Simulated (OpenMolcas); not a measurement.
## Pd²⁺ complex: multiconfigurational calculation

System: Pd²⁺ with 8 ligands (F; cube, 2.425 Å), embedded in CaF2 by model potentials and point charges, whose field is part of the energies.
Method: state-averaged CASSCF, active space 8 electrons in the shell 4d, basis ANO-RCC-VDZP on the metal and ANO-RCC-VDZP on the ligands, DKH2 scalar Hamiltonian, spin-orbit coupling by RASSI with atomic mean-field integrals (OpenMolcas).

## Input file
```
&GATEWAY
Basis set
Pd.ANO-RCC-VDZP.
Pd1 0.0 0.0 0.0 Angstrom
End of basis
Basis set
F.ANO-RCC-VDZP.
L1 1.400074 1.400074 1.400074 Angstrom
L2 1.400074 1.400074 -1.400074 Angstrom
L3 1.400074 -1.400074 1.400074 Angstrom
L4 1.400074 -1.400074 -1.400074 Angstrom
End of basis
Basis set
Ca.EMB-AIMP.Pascual.0s.0s.ECP.CaF2.
PseudoCharge
* 21 symmetry-unique lattice sites within 7.6 angstrom
End of basis
Basis set
F.EMB-AIMP.Pascual.0s.0s.ECP.CaF2.
PseudoCharge
* 40 symmetry-unique lattice sites within 7.6 angstrom
End of basis
Symmetry
XYZ
AngMom=0.0 0.0 0.0
AMFI
RICD
XField
1348 Angstrom 0
* Evjen-weighted lattice charges
&SEWARD
&RASSCF
FileOrb=start.orb
Symmetry=1
Spin=3
nActEl=8 0 0
Inactive=29 29
Ras2=5 0
CIRoot=10 10 1
SDav=10
CIMx=300
Iter=150 100
PrWF=0.3
OrbListing=Nothing
MaxOrb=0
LevShft=1.0
>>> COPY $Project.JobIph JOB001
&RASSCF
FileOrb=start.orb
Symmetry=1
Spin=1
nActEl=8 0 0
Inactive=29 29
Ras2=5 0
CIRoot=15 15 1
SDav=15
CIMx=300
Iter=150 100
PrWF=0.3
OrbListing=Nothing
MaxOrb=0
LevShft=1.0
>>> COPY $Project.JobIph JOB002
&RASSI
NrOfJobIphs=2 10 15
1 2 3 4 5 6 7 8 9 10
1 2 3 4 5 6 7 8 9 10 11 12 13 14 15
IphNames
JOB001
JOB002
EJob
SpinOrbit
DIPRint=1.0
SOCoupling=1000.0
Subsets=2
Property=9
'ANGMOM' 1 'ANGMOM' 2 'ANGMOM' 3 'MLTPL  1' 1 'MLTPL  1' 2 'MLTPL  1' 3
'AMFI' 1 'AMFI' 2 'AMFI' 3
SOProperty=3
'ANGMOM' 1 'ANGMOM' 2 'ANGMOM' 3
```

The file start.orb holds starting orbitals from an earlier step. A driver script formed the levels outside the program, from RASSI's spin-orbit matrix and the active-space energies, averaged over the components of each term or state.

Hardware: 1 thread of Arm Neoverse V2, 24 GiB of memory available, shared host.

Run as:
```bash
OMP_NUM_THREADS=1 MOLCAS_MEM=2457 MOLCAS_PROJECT=a pymolcas a.inp > a.log  # once for each step of the input, in one work folder
```

## Output (extracts)
```
--- SEWARD ---
Basis set label: PD.ANO-RCC...6S5P3D1F.

      Electronic valence basis set:
      ------------------
      Associated Effective Charge  46.000000 au
      Associated Actual Charge     46.000000 au
      Nuclear Model: Point charge

      Shell  nPrim  nBasis  Cartesian Spherical Contaminant
         s      21       6        X
         p      18       5        X
         d      13       3                 X
         f       6       1                 X
                  Relativistic Douglas-Kroll-Hess integrals:
                    - DKH order of Hamiltonian: 2
                    - DKH order of Properties : 0
                  Atomic mean-field integrals
--- RASSCF ---
Wave function specifications:
      -----------------------------

      Number of closed shell electrons         116
      Number of electrons in active shells       8
      Max number of holes in RAS1 space          0
      Max nr of electrons in RAS3 space          0
      Number of inactive orbitals               58
      Number of active orbitals                  5
      Number of secondary orbitals              92
      Spin quantum number                      1.0
      State symmetry                             1
Orbital specifications:
      -----------------------

      Symmetry species                           1   2
                                                ag  au
      Frozen orbitals                            0   0
      Inactive orbitals                         29  29
      Active orbitals                            5   0
      RAS1 orbitals                              0   0
      RAS2 orbitals                              5   0
      RAS3 orbitals                              0   0
      Secondary orbitals                        43  49
      Deleted orbitals                           0   0
      Number of basis functions                 77  78
      Number of CSFs                            10
      Number of root(s) required                10
      Iter CI   SX   CI       RASSCF       Energy    max ROT     max BLB   max BLB  Level Ln srch  Step   QN
          iter iter root      energy       change     param      element    value   shift minimum  type update
 Nr of preliminary CI iterations:   1
      Total energies have been shifted. Add                -5000.00 au
        1   1   10    0  -839.01638042    0.00E+00  -6.75E-02   31  37 1  3.76E-01*  1.30   0.00    SX    NO
        2   1   11    0  -839.72557838   -7.09E-01* -2.32E-02   31  37 1  9.27E-02*  1.02   0.00    SX    NO
        3   1   10    0  -839.80209098   -7.65E-02*  1.01E-02    8  41 2  2.95E-02*  0.94   0.00    SX    NO
        4   1   10    0  -839.81509692   -1.30E-02*  5.70E-03   12  35 1  1.28E-02*  0.92   0.00    SX    NO
        5   1   10    0  -839.81916745   -4.07E-03*  7.13E-03   12  35 1  8.25E-03*  0.91   2.39    LS   YES
        6   1    9    0  -839.82123615   -2.07E-03* -1.84E-03   34  40 1 -6.45E-03*  0.89   1.11    QN   YES
        7   1    9    0  -839.82154939   -3.13E-04* -1.53E-03    9  39 2  2.90E-03*  0.89   1.85    LS   YES
        8   1    8    0  -839.82163268   -8.33E-05*  7.05E-04    9  39 2  2.79E-03*  0.89   1.02    QN   YES
        9   1    8    0  -839.82166389   -3.12E-05* -4.13E-04    7  40 2  7.72E-04*  0.89   1.26    QN   YES
       10   1    7    0  -839.82166761   -3.71E-06* -1.88E-04   30  36 1  2.07E-04*  0.89   1.29    QN   YES
       11   1    6    0  -839.82166820   -5.95E-07* -7.59E-05    7  37 2 -1.33E-04*  0.89   1.40    LS   YES
       12   1    6    0  -839.82166824   -3.47E-08*  1.67E-05    7  37 2 -1.11E-04*  0.89   0.78    QN   YES
       13   1    6    0  -839.82166830   -5.72E-08* -1.11E-05    9  42 2 -4.06E-05   0.89   1.38    QN   YES
       14   1    5    0  -839.82166830   -7.76E-09  -5.32E-06    9  39 2  7.82E-06   0.89   1.15    QN   YES
      Convergence after 14 iterations
       15   1    5    0  -839.82166830   -7.28E-10  -5.32E-06    9  39 2  4.58E-06   0.89   1.15    QN   YES
      Natural orbitals and occupation numbers for root  1
      sym 1:   2.000000   1.995647   1.004353   1.995647   1.004353
      Natural orbitals and occupation numbers for root  2
      sym 1:   1.970145   1.029855   2.000000   1.029855   1.970145
      Natural orbitals and occupation numbers for root  3
      sym 1:   1.031530   1.031530   2.000000   1.968470   1.968470
::    RASSCF root number  1 Total energy:  -5839.85528361
::    RASSCF root number  2 Total energy:  -5839.85528361
::    RASSCF root number  3 Total energy:  -5839.85528361
::    RASSCF root number  4 Total energy:  -5839.83536370
::    RASSCF root number  5 Total energy:  -5839.83536370
::    RASSCF root number  6 Total energy:  -5839.83536370
::    RASSCF root number  7 Total energy:  -5839.81206608
::    RASSCF root number  8 Total energy:  -5839.77755834
::    RASSCF root number  9 Total energy:  -5839.77755834
::    RASSCF root number 10 Total energy:  -5839.77755834
--- RASSCF ---
Wave function specifications:
      -----------------------------

      Number of closed shell electrons         116
      Number of electrons in active shells       8
      Max number of holes in RAS1 space          0
      Max nr of electrons in RAS3 space          0
      Number of inactive orbitals               58
      Number of active orbitals                  5
      Number of secondary orbitals              92
      Spin quantum number                      0.0
      State symmetry                             1
Orbital specifications:
      -----------------------

      Symmetry species                           1   2
                                                ag  au
      Frozen orbitals                            0   0
      Inactive orbitals                         29  29
      Active orbitals                            5   0
      RAS1 orbitals                              0   0
      RAS2 orbitals                              5   0
      RAS3 orbitals                              0   0
      Secondary orbitals                        43  49
      Deleted orbitals                           0   0
      Number of basis functions                 77  78
      Number of CSFs                            15
      Number of root(s) required                15
      Iter CI   SX   CI       RASSCF       Energy    max ROT     max BLB   max BLB  Level Ln srch  Step   QN
          iter iter root      energy       change     param      element    value   shift minimum  type update
 Nr of preliminary CI iterations:   1
      Total energies have been shifted. Add                -5000.00 au
        1   1    7    0  -839.75978598    0.00E+00  -7.73E-03   34  40 1 -5.53E-03*  0.92   0.00    SX    NO
        2   1    8    0  -839.76008912   -3.03E-04* -5.31E-03   19  31 1  2.23E-03*  0.92   0.00    SX    NO
        3   1    8    0  -839.76020588   -1.17E-04*  3.40E-03   19  31 1  1.43E-03*  0.92   0.00    SX    NO
        4   1    7    0  -839.76025569   -4.98E-05*  2.22E-03   19  31 1  9.34E-04*  0.92   0.00    SX    NO
        5   1    7    0  -839.76027735   -2.17E-05*  3.28E-03   19  31 1  6.06E-04*  0.92   2.50    LS   YES
        6   1    7    0  -839.76029311   -1.58E-05*  9.87E-04   11  37 2 -1.81E-04*  0.91   1.33    QN   YES
        7   1    6    0  -839.76029422   -1.11E-06*  7.70E-05   18  35 1 -1.11E-04*  0.91   1.04    QN   YES
        8   1    6    0  -839.76029426   -4.05E-08*  8.15E-05   18  35 1 -7.20E-05   0.91   2.06    LS   YES
        9   1    5    0  -839.76029427   -1.45E-08* -7.02E-05   18  35 1 -3.04E-05   0.91   1.02    QN   YES
       10   1    5    0  -839.76029428   -5.59E-09  -2.11E-05   11  37 2  1.57E-05   0.91   1.19    QN   YES
      Convergence after 10 iterations
       11   1    5    0  -839.76029428   -6.48E-10  -2.11E-05   11  37 2  4.01E-06   0.91   1.19    QN   YES
      Natural orbitals and occupation numbers for root  1
      sym 1:   1.968909   1.522708   0.955463   1.978918   1.574002
      Natural orbitals and occupation numbers for root  2
      sym 1:   1.999190   1.877558   1.092546   1.787355   1.243352
      Natural orbitals and occupation numbers for root  3
      sym 1:   1.919818   1.018296   1.995483   1.357784   1.708619
::    RASSCF root number  1 Total energy:  -5839.79696806
::    RASSCF root number  2 Total energy:  -5839.79696806
::    RASSCF root number  3 Total energy:  -5839.79696806
::    RASSCF root number  4 Total energy:  -5839.79431109
::    RASSCF root number  5 Total energy:  -5839.79431109
::    RASSCF root number  6 Total energy:  -5839.76322622
::    RASSCF root number  7 Total energy:  -5839.76322622
::    RASSCF root number  8 Total energy:  -5839.76322622
::    RASSCF root number  9 Total energy:  -5839.75431632
::    RASSCF root number 10 Total energy:  -5839.75431632
::    RASSCF root number 11 Total energy:  -5839.75431632
::    RASSCF root number 12 Total energy:  -5839.75380928
::    RASSCF root number 13 Total energy:  -5839.74239546
::    RASSCF root number 14 Total energy:  -5839.74239546
::    RASSCF root number 15 Total energy:  -5839.63366003
--- RASSI ---
SPIN-FREE ENERGIES:
  (Shifted by EMIN (a.u.) =      -5839.8552836127)

 SF State       Relative EMIN(au)   Rel lowest level(eV)    D:o, cm**(-1)

     1             0.0000000000        0.0000000000              0.0000
     2             0.0000000000        0.0000000000              0.0000
     3             0.0000000000        0.0000000000              0.0000
     4             0.0199199098        0.5420483605           4371.9149
     5             0.0199199098        0.5420483605           4371.9149
     6             0.0199199098        0.5420483605           4371.9149
     7             0.0432175296        1.1760088914           9485.1514
    11             0.0583155506        1.5868469716          12798.7840
    12             0.0583155506        1.5868469716          12798.7840
    13             0.0583155506        1.5868469716          12798.7840
    14             0.0609725260        1.6591469546          13381.9227
    15             0.0609725260        1.6591469546          13381.9227
    10             0.0777252762        2.1150125108          17058.7263
     8             0.0777252762        2.1150125108          17058.7263
     9             0.0777252762        2.1150125108          17058.7263
    16             0.0920573944        2.5050093166          20204.2627
    17             0.0920573944        2.5050093166          20204.2627
    18             0.0920573944        2.5050093166          20204.2627
    19             0.1009672958        2.7474600847          22159.7600
    20             0.1009672958        2.7474600847          22159.7600
    21             0.1009672958        2.7474600847          22159.7600
    22             0.1014743373        2.7612573875          22271.0428
    23             0.1128881518        3.0718430999          24776.0855
    24             0.1128881518        3.0718430999          24776.0855
    25             0.2216235873        6.0306850363          48640.7551
     Dipole printing threshold changed to   1.00000000E+00
Eigenvalues of complex Hamiltonian:
   -----------------------------------
  (Shifted by EMIN (a.u.) =      -5839.8552836127)

 SO State       Relative EMIN(au)   Rel lowest level(eV)    D:o, cm**(-1)

     1            -0.0107781871        0.0000000000              0.0000
     2            -0.0073263180        0.0939301435            757.5977
     3            -0.0073263180        0.0939301434            757.5977
     4            -0.0073263180        0.0939301434            757.5977
     5            -0.0023875558        0.2283207100           1841.5307
     6            -0.0023875558        0.2283207101           1841.5307
     7             0.0020132665        0.3480731833           2807.3996
     8             0.0020132665        0.3480731833           2807.3996
     9             0.0020132665        0.3480731833           2807.3996
    10             0.0183773430        0.7933623893           6398.8992
    11             0.0183773430        0.7933623893           6398.8992
    12             0.0183773430        0.7933623893           6398.8992
    13             0.0198534395        0.8335290227           6722.8650
    14             0.0198534395        0.8335290227           6722.8650
    15             0.0198534395        0.8335290227           6722.8650
    16             0.0233298868        0.9281279740           7485.8570
    17             0.0233298868        0.9281279740           7485.8570
    18             0.0234506347        0.9314136893           7512.3580
    19             0.0436327247        1.4805963382          11941.8148
    20             0.0436327247        1.4805963381          11941.8148
    21             0.0436327247        1.4805963382          11941.8148
    22             0.0571157457        1.8474880295          14900.9959
    23             0.0571157457        1.8474880296          14900.9959
    24             0.0592318041        1.9050689104          15365.4170
    25             0.0592318041        1.9050689103          15365.4170
    26             0.0592318041        1.9050689103          15365.4170
    27             0.0778317155        2.4111982852          19447.6257
    28             0.0778317155        2.4111982855          19447.6257
    29             0.0778317155        2.4111982854          19447.6257
    30             0.0789623673        2.4419648874          19695.7751
    31             0.0789623673        2.4419648874          19695.7751
    32             0.0811004500        2.5001450828          20165.0300
    33             0.0811004500        2.5001450828          20165.0300
    34             0.0811004500        2.5001450828          20165.0300
    35             0.0821206848        2.5279070853          20388.9457
    36             0.0936795317        2.8424393339          22925.8193
    37             0.0936795317        2.8424393337          22925.8193
    38             0.0936795317        2.8424393338          22925.8193
    39             0.1014541855        3.0539984389          24632.1586
    40             0.1014541855        3.0539984389          24632.1586
    41             0.1014541855        3.0539984389          24632.1586
Weights of the five most important spin-orbit-free states for each spin-orbit state.

 SO State  Total energy (au)           Spin-free states, spin, and weights
 -------------------------------------------------------------------------------------------------------
    1        -0.010778       1 1.0  0.3318    2 1.0  0.3318    3 1.0  0.3318   22 0.0  0.0041    9 1.0  0.0001
    2        -0.007326       3 1.0  0.4582    2 1.0  0.2947    1 1.0  0.1737    6 1.0  0.0322    5 1.0  0.0315
    3        -0.007326       3 1.0  0.4519    1 1.0  0.2991    2 1.0  0.1756    5 1.0  0.0316    4 1.0  0.0296
    4        -0.007326       2 1.0  0.4562    1 1.0  0.4538    4 1.0  0.0342    6 1.0  0.0289    3 1.0  0.0166
    5        -0.002388       3 1.0  0.3822    1 1.0  0.2404    4 1.0  0.1517    2 1.0  0.1258    5 1.0  0.0695
    6        -0.002388       2 1.0  0.3731    1 1.0  0.2585    6 1.0  0.1409    3 1.0  0.1168    5 1.0  0.0912
    7         0.002013       3 1.0  0.4268    1 1.0  0.2511    2 1.0  0.1857    6 1.0  0.0595    5 1.0  0.0586
    8         0.002013       3 1.0  0.4237    2 1.0  0.2976    1 1.0  0.1423    4 1.0  0.0602    5 1.0  0.0485
    9         0.002013       1 1.0  0.4702    2 1.0  0.3803    4 1.0  0.0579    6 1.0  0.0492    5 1.0  0.0137
   10         0.018377       6 1.0  0.3655    5 1.0  0.3647    7 1.0  0.1002    3 1.0  0.0581    1 1.0  0.0424
   11         0.018377       4 1.0  0.3647    6 1.0  0.3627    7 1.0  0.1002    2 1.0  0.0541    1 1.0  0.0422
   12         0.018377       4 1.0  0.3656    5 1.0  0.3626    7 1.0  0.1002    2 1.0  0.0464    3 1.0  0.0381
```

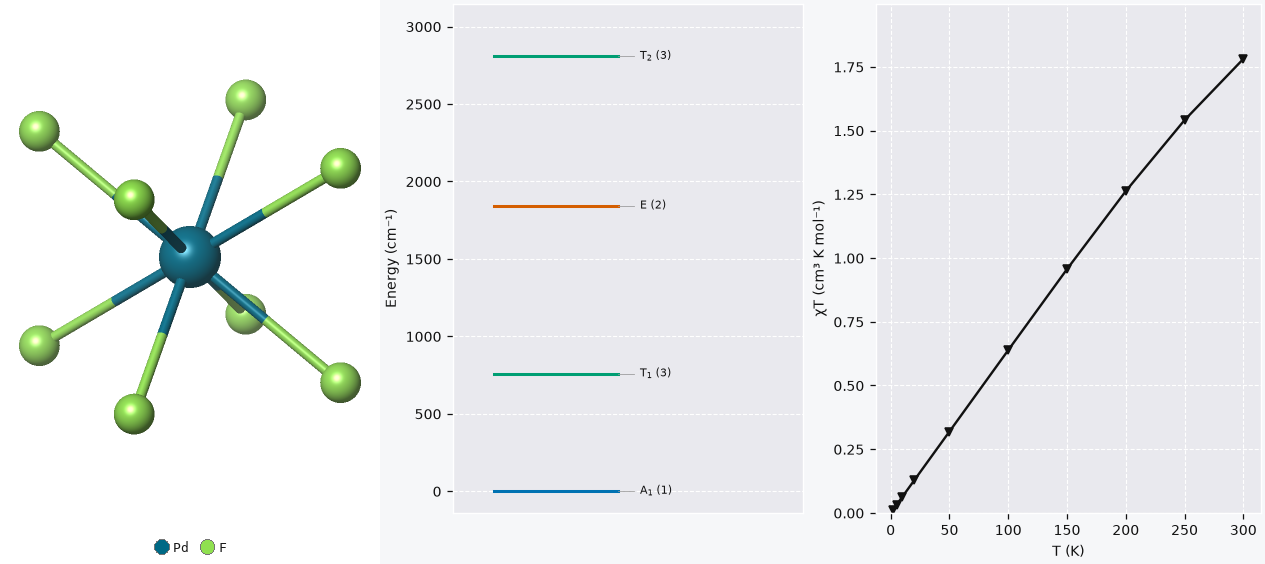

Figure 1. Pd²⁺ (4d⁸) as a dopant in CaF₂, a cluster with its 8 nearest F⁻ at 2.425 Å (cube) embedded in model potentials and point charges; the geometry was set, not optimised, and its levels and susceptibility. Labels give the representation in O, Td, D4 or D3 as the site allows (double group for half-integer spin) where it could be assigned and, in brackets, the degeneracy; spin-free states, where drawn, share the zero of the spin-orbit levels. Powder susceptibility by Van Vleck's formula. The ground level is A₁, non-degenerate, 100 % from states of spin multiplicity 3. The next level lies at 758 cm⁻¹ (T₁). χT is 0.0128 cm³ K mol⁻¹ at 2 K and 1.78 at 300 K, an effective moment of 3.77 μB. The active orbitals hold 94 to 98 % metal character (Löwdin), and the Mulliken charge of the metal is +1.52.

## Summary

- outcome: converged
- energy of the lowest spin-free term: −5839.85528 hartree
- energy of the lowest spin-orbit level: −5839.86606 hartree
- largest spread among components of a term: 0.0 cm⁻¹
- wall time: 20 s
- peak memory: 0.38 GiB

## Remarks

Without dynamic correlation the splittings between terms come out too large, often by 20 to 50 %. Limits: the geometry is set by hand, with no relaxation.
